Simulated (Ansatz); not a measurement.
## InI (indium iodide (ini)): methods side by side

InI has 2 atoms, charge 0, and is taken as a singlet. SMILES: `[In][I]`. Geometry: a GFN2-xTB relaxation, a rough one for these elements and not checked as a minimum.

```xyz
2

In    0.0000    0.0000    0.0000
I     0.0000    0.0000    2.7892
```

Quantity: the energy change with the In1–I2 bond stretched from 2.789 to 5.578 Å, in eV. The values are calculated.

| level | kind | program | value (eV) | CPU time (all runs) |
| --- | --- | --- | --- | --- |
| SVWN5/STO-3G (restricted) | LDA | Ansatz | 4.55 | 5.4 s |
| BLYP/STO-3G (restricted) | GGA | Ansatz | 4.13 | 7.4 s |
| PBE/STO-3G (restricted) | GGA | Ansatz | 4.30 | 9.5 s |
| B3LYP/STO-3G (restricted) | global hybrid | Ansatz | 4.53 | 11 s |
| HSE06/STO-3G (restricted) | range-separated hybrid | Ansatz | 4.66 | 43 s |
| B2PLYP/STO-3G (restricted) | double hybrid | Ansatz | 4.51 | 15 s |
| RPA@PBE/STO-3G (restricted) | RPA | Ansatz | 2.71 | 20 s |
| MP2/STO-3G (restricted) | perturbation theory | Ansatz | 5.03 | 4.5 s |
| BCCD(T)/STO-3G (restricted) | coupled cluster or CI | Ansatz | 4.78 | 5.3 s |
| CCSD(T)/STO-3G (restricted) | coupled cluster or CI | Ansatz | 5.13 | 4.8 s |

All-electron rows without a relativistic Hamiltonian named are non-relativistic. The first shape isn't each level's own minimum. The values span 2.71 to 5.13 eV. The coupled-cluster rows rest on a doubtful reference here (large T1 or Brueckner and Hartree–Fock orbitals at odds), and rows may lie in different states. All rows use very small basis sets, so none should be taken for the real molecule's value. In the correlated wave-function rows the outer d shell of I, In is correlated, in sets not made for it. Times are those of the runs behind each value, whatever else they computed, on shared processors of several kinds: orders of magnitude only.

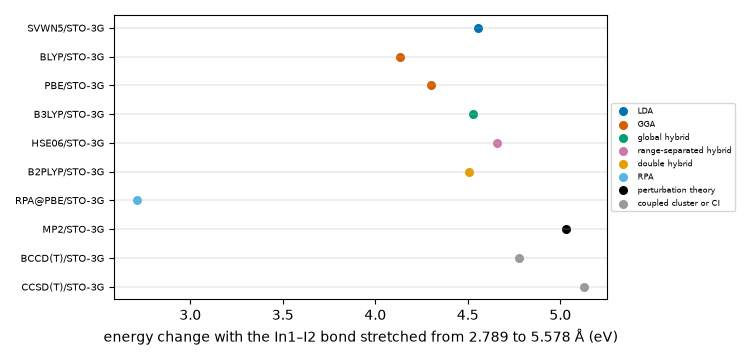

The values of the table, level by level.
